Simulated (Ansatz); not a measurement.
AlH2F2: several calculations on one system

### Relaxation

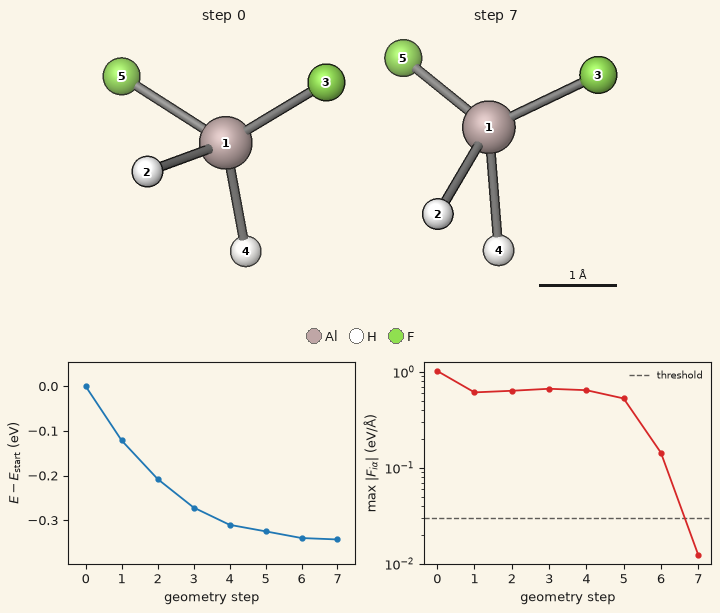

First and last geometry of a relaxation of AlH$_{2}$F$_{2}$ (multiplicity 2), with the history of the run. A ball-and-stick model, seen at a tilt.

The run prepares an end point of a later path (reaction) calculation, from a guessed geometry.

Level of theory: UKS LDA/cc-pVDZ in Ansatz 0.2.0. Set-up: collinear spin; force threshold 0.03 eV/Å; at most 50 steps.

Read the history and describe the run.

It converged. H2 moves most after the best rigid fit: 0.61 Å. Largest moves by element: H 0.61 Å, F 0.38 Å, Al 0.25 Å. Some distances before and after: Al1–H2 1.626 → 1.696 Å, Al1–F5 1.701 → 1.680 Å, Al1–F3 1.688 → 1.680 Å. Bond angles that change, for instance: H2–Al1–H4 103.6° → 64.6°, H2–Al1–F5 80.4° → 114.7°, H2–Al1–F3 107.6° → 114.5°. Over 7 geometry steps the energy falls by 0.343 eV. Largest force component: 1 eV/Å at the start, 0.012 eV/Å at the end.

### Relaxation

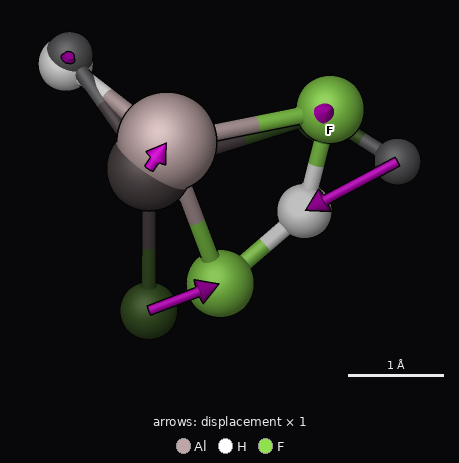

This is a relaxation of AlH₂F₂ (multiplicity 2). The starting structure is drawn faded, the final one solid; purple arrows show the displacements, at their true length. The two geometries are superimposed by the best rigid fit.

A ball-and-stick model, seen face on.

The run prepares an end point of a later path (reaction) calculation, from a guessed geometry.

The calculation used UKS LDA/cc-pVDZ (Ansatz 0.2.0). Set-up: collinear spin; force threshold 0.03 eV/Å; at most 50 steps.

Which element moves most?

Hydrogen: up to 1.12 Å, against 0.81 Å for fluorine.

What happened in the run?

The largest move after the best rigid fit is that of an H atom, 1.12 Å. By element the largest moves are H 1.12 Å, F 0.81 Å, Al 0.35 Å. Among the contacts that change: F–H 3.053 → 1.172 Å, Al–F 2.134 → 1.896 Å, F–H 0.940 → 1.172 Å, Al–F 1.708 → 1.896 Å. Among the angles between lasting bonds that change: Al–F–H 122.1° → 75.7°, F–Al–F 91.4° → 70.5°, H–Al–F 92.5° → 106.8°. Groups turn about Al–F by about 65°. Over 14 accepted moves (15 points after the start) the energy falls by 12.4 kcal/mol. The largest force component goes from 0.49 to 0.00042 eV/Å. The line search rejected the trial step at point 2 of the run.

### Path

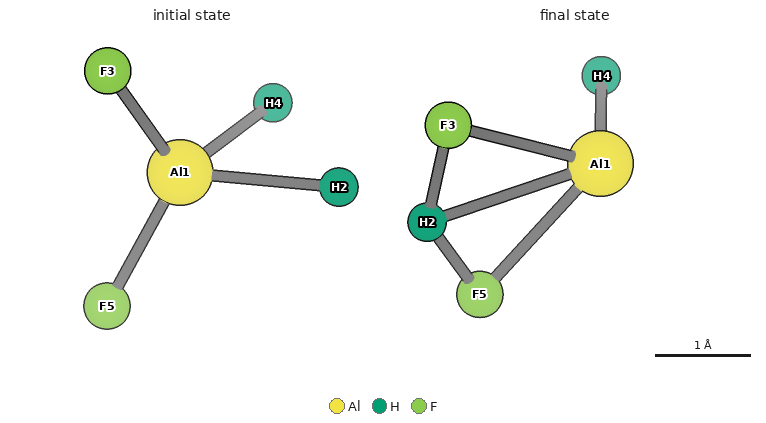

The two relaxed end points of a path for AlH$_{2}$F$_{2}$ (multiplicity 2). The picture is a ball-and-stick view, seen at a tilt.

All numbers below come from Ansatz 0.2.0, UKS LDA/cc-pVDZ.

Run with 7 movable images; climbing image; force threshold 0.05 eV/Å; iteration limit 60.

Start:
```xyz
5

Al    0.0801    0.2340    0.6634
H     0.4877   -1.3800    0.9891
F     1.0137    0.9614   -0.5292
H    -1.0204   -0.9240    0.0947
F    -0.4485    1.1086    1.9970
```

End:
```xyz
5

Al   -0.0724   -0.9435    0.6435
H     0.6552    0.8571    0.9586
F     1.0497    0.4160   -0.0535
H    -1.4755   -0.8574   -0.1726
F    -0.0444    0.5278    1.8390
```

Question: What barrier does the band find between them, and by what path?

Answer: Forward barrier 14.9 kcal/mol, backward barrier 14.2 kcal/mol, with image 4 at the top; the reaction energy is +0.8 kcal/mol. No bond forms or breaks between the ends. Among the angles between lasting bonds that change up to the highest image: H2–Al1–F5 114.7° → 36.1°, H2–Al1–H4 64.6° → 123.1°. The band converged in 18 iterations, with a climbing image at the top.

Energies of the converged images:

| image | path (Å) | E (kcal/mol) |
| --- | --- | --- |
| 0 | 0.00 | 0.0 |
| 1 | 0.47 | 2.4 |
| 2 | 0.95 | 5.8 |
| 3 | 1.42 | 8.6 |
| 4 | 1.89 | 14.9 |
| 5 | 2.50 | 12.6 |
| 6 | 3.11 | 11.8 |
| 7 | 3.72 | 6.5 |
| 8 | 4.33 | 0.8 |

The geometry at the top of the path:

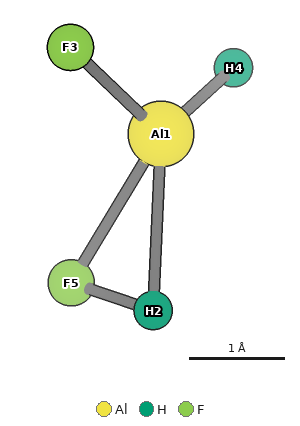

The run took 120 s on 1 thread of Arm Neoverse V1 (shared host), peak memory 0.12 GiB.
